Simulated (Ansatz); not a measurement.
# LaTlSeO: relaxing a made-up structure, part 2 of 2

This structure for LaTlSeO is made up. Its elements were placed in a known structure type with a cell scaled to their sizes. What cell does the guess relax to, and how far off was it?

Ansatz 0.2.0; DFT, PBE, plane-wave PAW, files of the set soft_1, scalar-relativistic, no spin, cell and ions relaxed at zero pressure; PAW set soft_1 (the session's first sound run).

So far: The starting structure; Relaxing cell and atoms. The relaxed cell has a = 4.292, c = 10.594 Å (conventional setting).

### 3. Electronic structure of the relaxed cell

A second self-consistent run takes a narrower smearing and the mesh shown in its input; the bands follow along the standard path of the relaxed lattice.

This step: DFT, PBE, plane-wave PAW, files of the set soft_1, scalar-relativistic, no spin, bands and density of states at the relaxed cell; PAW set soft_1 (Ansatz 0.2.0).

input.yaml reads:

```yaml
crystal:
  lattice:
    - [4.2917791319, 0.0, 0.0]
    - [0.0, 4.2917791319, 0.0]
    - [0.0, 0.0, 10.5942226437]
  atoms:
    - { symbol: Tl, position: [0.5, 0.5, 0.5] }
    - { symbol: Tl, position: [0.0, 0.0, 0.5] }
    - { symbol: La, position: [0.5, 0.0, 0.1064045544] }
    - { symbol: La, position: [0.0, 0.5, 0.8935954456] }
    - { symbol: Se, position: [0.0, 0.5, 0.2667842455] }
    - { symbol: Se, position: [0.5, 0.0, 0.7332157545] }
    - { symbol: O, position: [0.0, 0.0, 0.0] }
    - { symbol: O, position: [0.5, 0.5, 0.0] }
kpoints:
  mp_grid: { grid: [8, 8, 4] }
  band_path:
    path:
      - [[0.0, 0.0, 0.0], [0.0, 0.5, 0.0], [0.5, 0.5, 0.0], [0.0, 0.0, 0.0], [0.0, 0.0, 0.5], [0.0, 0.5, 0.5], [0.5, 0.5, 0.5], [0.0, 0.0, 0.5]]
      - [[0.0, 0.5, 0.0], [0.0, 0.5, 0.5]]
      - [[0.5, 0.5, 0.0], [0.5, 0.5, 0.5]]
    npoints: 8
scf:
  occupations: { method: fermi_dirac, width: 0.03 }
  n_extra_bands: 12
hamiltonian:
  xc: pbe
  pseudopotentials: { kind: paw, azcp: { folder: soft_1 } }
output:
  forces: true
  stress: true
  write_bands: true
  dos: { projected: true }
  write_density: true
  write_potential: true
  elf: true
  volumetric_format: npy
```

On the command line:

```
> ansatz run input.yaml --threads 4 --pin off --max-ram 10240MiB --backend cpu --events-out ev --progress --plain --runs-dir out
```

Numbers of over 12 decimals in the logs are rounded to 6 here.

Output:

```text
La: projections on atomic orbitals take those of the free atom [Kr 4d10] 4f0 5s2 5p6 5d1 6s2, of charge +0.00 (hamiltonian.pseudopotentials.projection_atoms); the dataset's partial waves leave at most 1.9e-5 of an orbital's norm unspanned inside its sphere
[...]
Crystal: 8 atoms, lattice volume = 195.139 Å³
Basis set: ecut = 420 eV, 3771 PW (Γ), exchange–correlation on 60×60×144 points (8 copies of the dense FFT grid, shifted against one another)
Bands: 58, of which v1, the nominal top of the filled ones, is band 46 counted from 1 (45 counted from 0)
Symmetry: 16 space group operations
[...]
k-points: 45 of 256
[...]
SCF iter   1: F=—  HF=-47481.741426 eV  |F-HF|=—  |Δ(HF+E_count)|=         —  Δρ=7.40e-2  dr2=3.76e1  ethr=3.10e-3  ⟨swp⟩=6.4  Hψ=10801  notcnv=0
[...]
SCF iter  13: F=-47476.658024 eV  HF=-47476.658024 eV  |F-HF|=1.11e-8  |Δ(HF+E_count)|=   1.45e-7  Δρ=6.01e-6  dr2=6.96e-8  ethr=1.09e-10  ⟨swp⟩=16.7  Hψ=25122  notcnv=0
SCF 1 converged in 13 iterations: F = -47476.658024 eV  dr2 = 6.96e-8
[...]
NSCF: frozen V_eff on 75 k-points
SCF converged after 13 iterations
Free energy (F): -47476.658024 eV
[...]
Internal energy: -47476.657448 eV  (E = F + TS)
E sigma→0 (E₀):  -47476.657736 eV
Entropy (-TS):   -0.000576 eV (-0.072 meV/atom)
Fermi energy:    9.072039 eV
[...]
--- Forces (eV/Å), atoms counted from 1 ---
  atom   1  Tl    -0.00000000     0.00000000     0.00000000
  atom   2  Tl     0.00000000     0.00000000     0.00000000
  atom   3  La     0.00000000     0.00000000     0.00549087
  atom   4  La     0.00000000     0.00000000    -0.00549087
  atom   5  Se     0.00000000     0.00000000     0.00708322
  atom   6  Se     0.00000000     0.00000000    -0.00708322
  atom   7  O      0.00000000     0.00000000     0.00000000
  atom   8  O      0.00000000     0.00000000    -0.00000000
  max |Σ_I F_I| component: 8.33e-17 eV/Å
--- Stress (GPa, compression-positive) ---
       -0.019863       0.000000       0.000000
        0.000000      -0.019863       0.000000
        0.000000       0.000000       0.050652
  P = ⅓ Tr σ = 0.0036 GPa (0.036 kbar)
--- Band table (eV; the first three rows and the last of 45) ---
  k-point 0: bands = [... 42 lower, 7.7487, 8.2763, 8.4920, 8.4920, 10.6544, 10.6544, 10.9062, 11.7947, ... 8 higher]
  k-point 1: bands = [... 42 lower, 7.8224, 8.4100, 8.4100, 8.6797, 10.6874, 10.6874, 10.7347, 11.6797, ... 8 higher]
  k-point 2: bands = [... 42 lower, 7.9214, 8.3030, 8.3030, 9.0279, 10.5105, 10.7199, 10.7199, 11.6074, ... 8 higher]
  k-point 44: bands = [... 42 lower, 6.8882, 6.8882, 7.9206, 7.9206, 9.1975, 9.1975, 12.0678, 12.0678, ... 8 higher]
```

Run time: 15 s. Hardware: 4 threads of AMD EPYC 7B13 (Zen 3), shared host; peak memory 1 GiB; 58 s of CPU time.

The column dr2 measures how far the density is from self-consistency, as an energy; F and HF (Harris–Foulkes) agree once it is small.

Numbers from this step:

- free energy: -47476.6580 eV
- energy at zero smearing: -47476.6577 eV
- smearing term TS: 5.76e-4 eV
- Fermi energy: 9.072 eV
- gap by band count: 0.1496 eV
- pressure: 0.003642 GPa

From bands.tsv. The electronic bands at the labelled points (eV, zero at the valence top; v1 is the highest filled band, c1 the lowest empty one):

```tsv
point	v4	v3	v2	v1	c1	c2	c3	c4
Γ	-1.28	-0.75	-0.54	-0.54	1.63	1.63	1.88	2.77
X	-0.81	-0.81	-0.53	-0.53	2.57	2.57	3.02	3.02
M	-2.01	-2.01	-1.16	-1.16	0.15	0.15	3.09	3.09
Γ	-1.28	-0.75	-0.54	-0.54	1.63	1.63	1.88	2.77
Z	-1.11	-0.72	-0.72	0.00	1.48	1.69	1.69	2.58
R	-0.80	-0.80	-0.78	-0.78	2.58	2.58	2.98	2.98
A	-2.14	-2.14	-1.11	-1.11	0.17	0.17	3.04	3.04
Z	-1.11	-0.72	-0.72	0.00	1.48	1.69	1.69	2.58
jump to X	-0.81	-0.81	-0.53	-0.53	2.57	2.57	3.02	3.02
R	-0.80	-0.80	-0.78	-0.78	2.58	2.58	2.98	2.98
jump to M	-2.01	-2.01	-1.16	-1.16	0.15	0.15	3.09	3.09
A	-2.14	-2.14	-1.11	-1.11	0.17	0.17	3.04	3.04
```

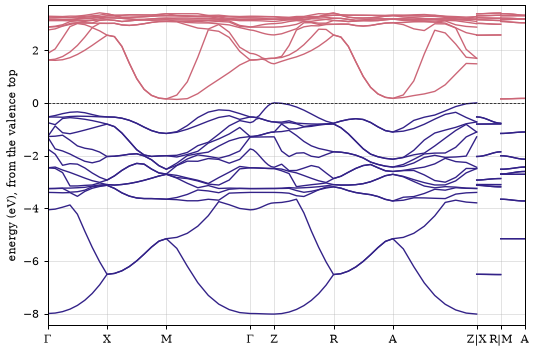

Electronic bands along the path; lines of filled and empty bands in two colours.

States per cell as run, both spins, in windows of 1 eV, from dos.tsv (zero at the valence-band top):

```
from  to  total
  -8  -7   1.06
  -7  -6   0.90
  -6  -5   1.09
  -5  -4   0.69
  -4  -3   7.40
  -3  -2   6.89
  -2  -1   5.07
  -1   0   4.92
   0   1   1.06
   1   2   1.49
   2   3   4.27
```

A further 64.0 states lie below the table's range.

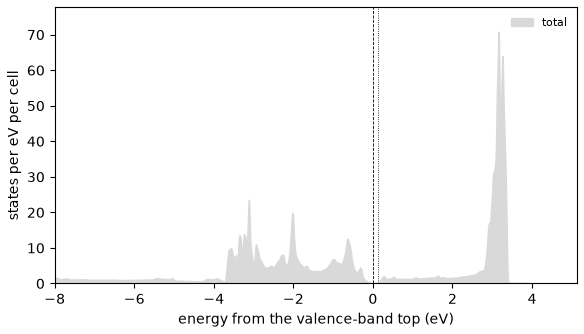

Total density of states, smoothed over about 0.04 eV. The dotted line marks the lowest empty level found on the path.

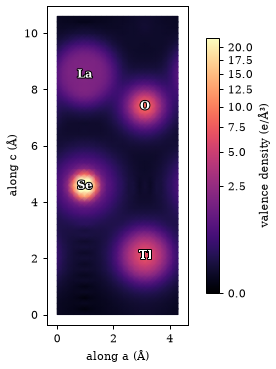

Valence density in the ac plane at fractional y = 0.000, with atoms of Tl and La and Se and O within 0.2 Å of it. It is the smooth field of the valence electrons, not physical close to the nuclei. The map starts off the cell's origin, so that atoms lie inside it. The colour scale is stretched toward low values.

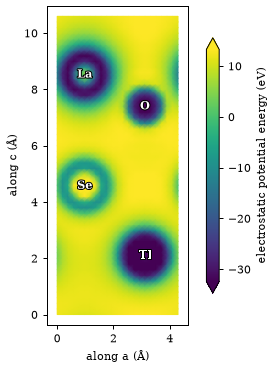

Electrostatic potential energy in the ac plane at fractional y = 0.000, with atoms of Tl and La and Se and O within 0.2 Å of it. With pseudopotentials it is smooth inside the atoms' cores, unlike the true potential. The map starts off the cell's origin, so that atoms lie inside it.

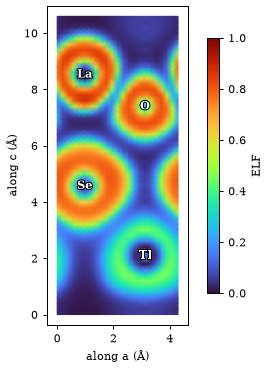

ELF in the ac plane at fractional y = 0.000, with atoms of Tl and La and Se and O within 0.2 Å of it. It is the smooth field of the valence electrons, not physical close to the nuclei. The map starts off the cell's origin, so that atoms lie inside it.

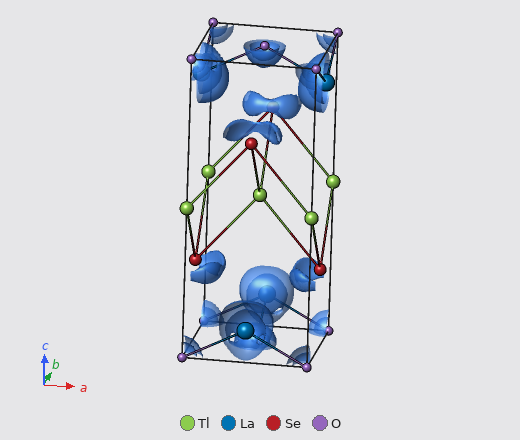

Surface of ELF = 0.8.

### 4. Outcome

```json
{"space group, relaxed": "P4/nmm", "conventional cell": "a = 4.292, b = 4.292, c = 10.594 Å; α = 90.0°, β = 90.0°, γ = 90.0°", "volume per atom": "24.39 Å³ (guess 22.56)"}
```

What this shows: LaTlSeO relaxes to P4/nmm with a = 4.292, b = 4.292 and c = 10.594 Å. The guessed volume was 8 % too small. The space group P4/nmm was held in the relaxation, so the end point is a stationary structure within it and may be a saddle against distortions or other arrangements. It has an indirect Kohn–Sham gap of 0.13 eV, which semilocal functionals understate. On the 8×8×4 mesh with the narrower smearing (relaxed on 6×6×3) the largest force component is 0.007 eV/Å and the largest stress component is 0.051 GPa, against the relaxation's thresholds of 0.015 eV/Å and 0.05 GPa. The cutoff wasn't tested. A vector of the cell changed its length by 8 %, more than the volume shows. Spin-orbit coupling is left out, which can matter for elements this heavy. No dispersion term is used, so weakly bound directions may come out too long. Nothing here tests whether the compound is stable against decomposition.

[Logs are printed without paths, hosts, clocks, repeated set-up lines and the standing remarks that a program may print on its own settings, such as how far it seeks lower states.]

[Hosts, paths, dates, database ids (printed as entryN), source tags and the programs' standing remarks are cut or masked in the printed files.]
